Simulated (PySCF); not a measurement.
# [Yb(NH3)3]3+: forces at shaken geometries

Aim: move all atoms of relaxed [Yb(NH3)3]3+ at random and read energies and forces. The species was built from a template and needn't be a known compound.

Program: PySCF 2.14.0. Level of theory: PBE0, Yb lcecp-1-SVP with ECP59, N def2-SVP, H def2-SVP; scalar-relativistic core potentials, no spin–orbit coupling. These are calculated values, not measurements.

4 further runs of the same task are left out: 2 for a known fault of the program, 1 that didn't finish, 1 set aside as unsound or not needed.

### 1 The starting structure

13 atoms, charge 3, spin multiplicity 1.

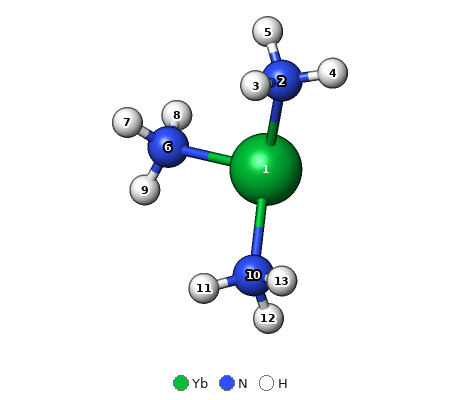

The geometry (ytterbium green, nitrogen blue, hydrogen white); atoms are numbered from 1 in the order of the file.

Coordinates:

```xyz
13
charge 3, multiplicity 1
Yb    0.0000    0.0000   -0.6929
N     2.2163    0.0142    0.0610
H     2.3841   -0.3941    1.0003
H     2.8906   -0.5058   -0.5344
H     2.6589    0.9497    0.1371
N    -1.1204    1.9123    0.0610
H    -0.8508    2.2617    1.0003
H    -1.0073    2.7562   -0.5344
H    -2.1520    1.8278    0.1371
N    -1.0958   -1.9264    0.0610
H    -1.5333   -1.8677    1.0003
H    -1.8833   -2.2504   -0.5344
H    -0.5070   -2.7776    0.1371
```

Formal oxidation states: Yb +3. Each metal's 13 4f electrons lie in its core potential, so multiplicities, spins and levels count the valence alone. An earlier session relaxed this geometry at PBE0, Yb lcecp-1-SVP with ECP59, N def2-SVP, H def2-SVP (singlet, point group C3).

Its energy there is -207.725551 Eh.

### 2 Atoms moved at random, σ = 0.03 Å

Contents of run.py (the lines that set the calculation):

```python
mol = gto.M(atom='''
Yb     0.02528    -0.02588    -0.70079
N      2.18253     0.02174     0.05784
H      2.37808    -0.45152     0.96763
H      2.89714    -0.46299    -0.55034
H      2.66794     0.96718     0.17872
N     -1.11768     1.90722     0.05871
H     -0.83824     2.24186     1.00283
H     -0.96854     2.75667    -0.52235
H     -2.16435     1.83144     0.16132
N     -1.09844    -1.90443     0.02118
H     -1.57968    -1.84751     1.02345
H     -1.85006    -2.29363    -0.53590
H     -0.53399    -2.74015     0.13719''',
    basis={'Yb': 'lcecp-1-SVP', 'N': 'def2-SVP', 'H': 'def2-SVP'},
    ecp={'Yb': 'lcecp-1-SVP'},
    charge=3, spin=0)
mf = dft.RKS(mol, xc='PBE0')
mf.grids.atom_grid = (50, 194)  # f atoms: unpruned, at least (60, 302)
mf = mf.density_fit()  # fitting sets: Yb AutoAux, N def2-universal-JKFIT, H def2-universal-JKFIT
mf.conv_tol = 1e-08; mf.max_cycle = 55
mf.kernel(dm0)  # dm0: the density of the relaxed state
```

Command:

```
> OMP_NUM_THREADS=2 python run.py
```

The log of the run:

```text
init E= -207.645748129845
  HOMO = -0.929165945770908  LUMO = -0.616457857570767  gap/eV = 8.50922
cycle= 1 E= -207.717555627149  delta_E= -0.0718  |g|= 0.0471  |ddm|= 0.148
  HOMO = -0.908074300280956  LUMO = -0.603118951679974  gap/eV = 8.29826
cycle= 2 E= -207.717462868967  delta_E= 9.28e-05  |g|= 0.0541  |ddm|= 0.0741
  HOMO = -0.912627761457836  LUMO = -0.603125727363979  gap/eV = 8.42198
cycle= 3 E= -207.718085874104  delta_E= -0.000623  |g|= 0.00675  |ddm|= 0.0423
  HOMO = -0.912535425870061  LUMO = -0.60345008497934  gap/eV = 8.41064
cycle= 4 E= -207.718095944555  delta_E= -1.01e-05  |g|= 0.000826  |ddm|= 0.00583
  HOMO = -0.912605908230705  LUMO = -0.603503756278377  gap/eV = 8.41110
cycle= 5 E= -207.718096116878  delta_E= -1.72e-07  |g|= 0.000223  |ddm|= 0.000975
  HOMO = -0.912608734822483  LUMO = -0.603502871300254  gap/eV = 8.41120
cycle= 6 E= -207.71809612744  delta_E= -1.06e-08  |g|= 9.24e-05  |ddm|= 0.000252
  HOMO = -0.912613128452148  LUMO = -0.603501943861749  gap/eV = 8.41134
cycle= 7 E= -207.71809612925  delta_E= -1.81e-09  |g|= 2.09e-05  |ddm|= 7.77e-05
  HOMO = -0.912608965686936  LUMO = -0.603501714676813  gap/eV = 8.41124
Extra cycle  E= -207.718096129213  delta_E= 3.76e-11  |g|= 2.6e-05  |ddm|= 3.59e-05
converged SCF energy = -207.718096129213
```

Wall time 8.5 s (2 threads of Arm Neoverse N1, shared host).

Read off: E = -207.718096 Eh (+0.203 eV from the relaxed state), HOMO -24.83 eV, LUMO -16.42 eV, Mulliken charge on Yb1 +1.78 e, largest force component 2.794 eV/Å. 

```csv
atom,Fx,Fy,Fz (eV/Å)
Yb1,-0.483,0.452,-0.199
N2,1.650,0.388,0.042
H3,-0.128,0.221,-0.064
H4,-0.484,0.215,0.175
H5,-0.649,-0.878,-0.015
N6,-0.298,-0.152,0.262
H7,0.003,-0.053,-0.083
H8,-0.210,-0.090,0.001
H9,0.646,0.123,-0.246
N10,-0.822,0.661,2.794
H11,0.961,-0.029,-2.100
H12,-0.973,-0.102,-0.752
H13,0.787,-0.755,0.185
```

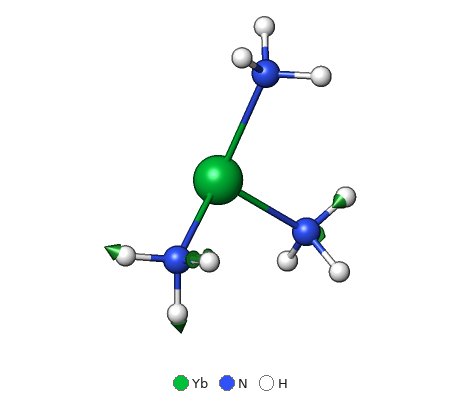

Forces as arrows, the longest for the largest force.

### 3 Atoms moved at random, σ = 0.03 Å

Contents of run.py (the lines that set the calculation):

```python
mol = gto.M(atom='''
Yb    -0.04065     0.00061    -0.73062
N      2.17088     0.03841     0.07875
H      2.39655    -0.38476     0.98890
H      2.88019    -0.53038    -0.58525
H      2.68896     0.97545     0.15890
N     -1.14984     1.91044     0.11202
H     -0.84155     2.24772     0.99565
H     -1.01364     2.75233    -0.53505
H     -2.10033     1.83986     0.14591
N     -1.10597    -1.92411     0.05907
H     -1.49919    -1.85493     0.99563
H     -1.92336    -2.30099    -0.50799
H     -0.46203    -2.76965     0.12357''',
    basis={'Yb': 'lcecp-1-SVP', 'N': 'def2-SVP', 'H': 'def2-SVP'},
    ecp={'Yb': 'lcecp-1-SVP'},
    charge=3, spin=0)
mf = dft.RKS(mol, xc='PBE0')
mf.grids.atom_grid = (50, 194)  # f atoms: unpruned, at least (60, 302)
mf = mf.density_fit()  # fitting sets: Yb AutoAux, N def2-universal-JKFIT, H def2-universal-JKFIT
mf.conv_tol = 1e-08; mf.max_cycle = 55
mf.kernel(dm0)  # dm0: the density of the relaxed state
```

Command:

```
> OMP_NUM_THREADS=2 python run.py
```

The log of the run:

```text
init E= -207.651085304033
  HOMO = -0.909551088223434  LUMO = -0.614302862511085  gap/eV = 8.03411
cycle= 1 E= -207.706968980086  delta_E= -0.0559  |g|= 0.0912  |ddm|= 0.205
  HOMO = -0.90015001889623  LUMO = -0.604744925352611  gap/eV = 8.03838
cycle= 2 E= -207.705842913055  delta_E= 0.00113  |g|= 0.124  |ddm|= 0.18
  HOMO = -0.915291180906104  LUMO = -0.604669299628254  gap/eV = 8.45245
cycle= 3 E= -207.709249475668  delta_E= -0.00341  |g|= 0.0083  |ddm|= 0.0909
  HOMO = -0.914554060990801  LUMO = -0.604770467431145  gap/eV = 8.42964
cycle= 4 E= -207.709264171187  delta_E= -1.47e-05  |g|= 0.00239  |ddm|= 0.00779
  HOMO = -0.914755125713366  LUMO = -0.604791964553744  gap/eV = 8.43453
cycle= 5 E= -207.709265211591  delta_E= -1.04e-06  |g|= 0.00117  |ddm|= 0.00245
  HOMO = -0.914596316186718  LUMO = -0.604809123587872  gap/eV = 8.42974
cycle= 6 E= -207.70926551151  delta_E= -3e-07  |g|= 0.000169  |ddm|= 0.000993
  HOMO = -0.914610075246374  LUMO = -0.604803875076183  gap/eV = 8.43026
cycle= 7 E= -207.709265518817  delta_E= -7.31e-09  |g|= 2.94e-05  |ddm|= 0.000176
  HOMO = -0.914616027696407  LUMO = -0.604805403241667  gap/eV = 8.43038
Extra cycle  E= -207.709265518942  delta_E= -1.25e-10  |g|= 2.51e-05  |ddm|= 4.95e-05
converged SCF energy = -207.709265518942
```

Run time: 8.4 s. Hardware: 2 threads of Arm Neoverse N1, shared host.

It gives: E = -207.709266 Eh (+0.443 eV from the relaxed state), HOMO -24.89 eV, LUMO -16.46 eV, Mulliken charge on Yb1 +1.78 e, largest force component 4.309 eV/Å. 

```csv
atom,Fx,Fy,Fz (eV/Å)
Yb1,0.126,0.122,0.264
N2,2.273,-0.217,-1.869
H3,-0.137,-0.196,0.389
H4,-1.599,1.340,1.497
H5,-0.743,-0.995,-0.185
N6,4.078,0.443,-3.088
H7,0.379,0.632,1.712
H8,-0.111,-0.812,0.801
H9,-4.309,-0.317,0.464
N10,0.313,-1.064,-1.185
H11,-0.304,0.002,0.762
H12,0.724,0.337,0.455
H13,-0.689,0.725,-0.016
```

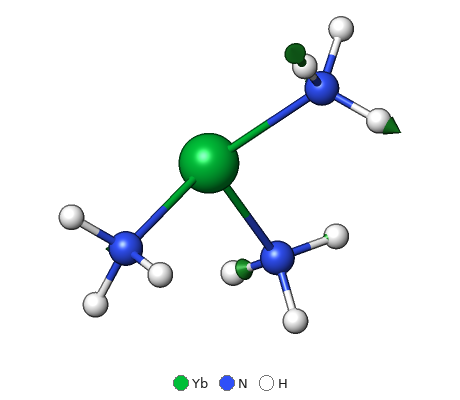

Forces as arrows, the longest for the largest force.

### 4 Atoms moved at random, σ = 0.06 Å

Contents of run.py (the lines that set the calculation):

```python
mol = gto.M(atom='''
Yb     0.08837     0.06913    -0.78073
N      2.27441    -0.00420     0.18698
H      2.40446    -0.31968     0.89854
H      2.82031    -0.58432    -0.48961
H      2.64489     0.93953     0.10487
N     -1.10983     1.97675    -0.09255
H     -0.94353     2.23841     0.98510
H     -1.07284     2.72475    -0.46607
H     -2.09744     1.92865     0.04970
N     -1.11544    -1.94184     0.03041
H     -1.42548    -1.88772     1.09475
H     -1.90109    -2.34314    -0.44979
H     -0.56680    -2.79632     0.22789''',
    basis={'Yb': 'lcecp-1-SVP', 'N': 'def2-SVP', 'H': 'def2-SVP'},
    ecp={'Yb': 'lcecp-1-SVP'},
    charge=3, spin=0)
mf = dft.RKS(mol, xc='PBE0')
mf.grids.atom_grid = (50, 194)  # f atoms: unpruned, at least (60, 302)
mf = mf.density_fit()  # fitting sets: Yb AutoAux, N def2-universal-JKFIT, H def2-universal-JKFIT
mf.conv_tol = 1e-08; mf.max_cycle = 55
mf.kernel(dm0)  # dm0: the density of the relaxed state
```

Command:

```
> OMP_NUM_THREADS=2 python run.py
```

The log of the run:

```text
init E= -207.729154792879
  HOMO = -0.875011257263893  LUMO = -0.596077228390316  gap/eV = 7.59018
cycle= 1 E= -207.567352629233  delta_E= 0.162  |g|= 0.106  |ddm|= 0.542
  HOMO = -0.892074571371026  LUMO = -0.6164541285755  gap/eV = 7.50001
cycle= 2 E= -207.567079913325  delta_E= 0.000273  |g|= 0.128  |ddm|= 0.214
  HOMO = -0.910848954955056  LUMO = -0.616182889033398  gap/eV = 8.01827
cycle= 3 E= -207.570697617589  delta_E= -0.00362  |g|= 0.0151  |ddm|= 0.101
  HOMO = -0.909842508348605  LUMO = -0.615720843081084  gap/eV = 8.00346
cycle= 4 E= -207.57074163902  delta_E= -4.4e-05  |g|= 0.00391  |ddm|= 0.0125
  HOMO = -0.9105850406088  LUMO = -0.615550576948554  gap/eV = 8.02830
cycle= 5 E= -207.570744271956  delta_E= -2.63e-06  |g|= 0.00224  |ddm|= 0.00455
  HOMO = -0.910379898170773  LUMO = -0.61558674114559  gap/eV = 8.02173
cycle= 6 E= -207.570745394802  delta_E= -1.12e-06  |g|= 0.000256  |ddm|= 0.00199
  HOMO = -0.910382070426138  LUMO = -0.615584670582525  gap/eV = 8.02185
cycle= 7 E= -207.57074541305  delta_E= -1.82e-08  |g|= 4.28e-05  |ddm|= 0.000283
  HOMO = -0.910379431199321  LUMO = -0.615584918928374  gap/eV = 8.02177
cycle= 8 E= -207.570745413676  delta_E= -6.26e-10  |g|= 6.04e-06  |ddm|= 5.88e-05
  HOMO = -0.910380611359592  LUMO = -0.615584935173361  gap/eV = 8.02180
Extra cycle  E= -207.570745413692  delta_E= -1.51e-11  |g|= 4.04e-06  |ddm|= 1.26e-05
converged SCF energy = -207.570745413692
```

Run time: 8.6 s. Hardware: 2 threads of Arm Neoverse N1, shared host.

Read off: E = -207.570745 Eh (+4.212 eV from the relaxed state), HOMO -24.77 eV, LUMO -16.75 eV, Mulliken charge on Yb1 +1.84 e, largest force component 22.409 eV/Å. 

```csv
atom,Fx,Fy,Fz (eV/Å)
Yb1,-0.688,-0.770,0.480
N2,-4.883,8.277,-22.409
H3,3.890,-8.905,21.207
H4,0.230,0.352,0.469
H5,0.760,0.395,0.431
N6,0.421,-13.039,10.179
H7,0.305,-0.419,-2.363
H8,1.502,14.098,-7.403
H9,-2.072,-0.850,-0.338
N10,1.247,0.728,3.485
H11,-0.037,0.451,-2.303
H12,-1.310,-0.172,-0.712
H13,0.635,-0.146,-0.723
```

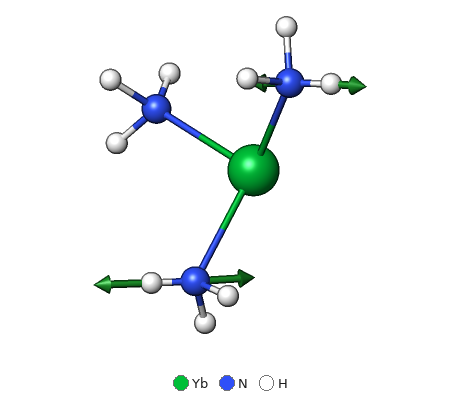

Forces as arrows, the longest for the largest force.

### 5 Results

| σ (Å) | energy rise (eV) | harmonic estimate −½ F·u (eV) | largest force component (eV/Å) |
| --- | --- | --- | --- |
| 0.03 | 0.203 | 0.195 | 2.79 |
| 0.03 | 0.443 | 0.448 | 4.31 |
| 0.06 | 4.212 | 5.151 | 22.41 |

Every displacement raises the energy. For a harmonic well the rise equals −½ F·u; the two differ by at most 22 % here (a move with σ = 0.06 Å), from anharmonicity, the grid and the small forces left at the relaxed point. The bases are small and lack diffuse functions. Spin–orbit coupling is left out.
